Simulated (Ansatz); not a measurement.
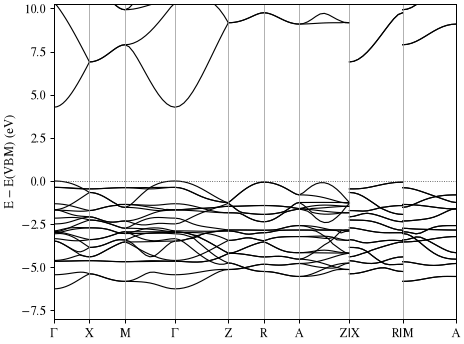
Band structure from plane-wave PAW r²SCAN (Ansatz code)

Problem. Read off the gap and where the band edges lie.

Solution. About 4.3 eV (4.28 eV by a search for the band edges); maximum at Γ, minimum at Γ.

The material is ZnF2 (rutile, P4_2/mnm).

The cell was relaxed with r²SCAN under the symmetry of its start.

Potentials: the later of the program's two PAW sets.
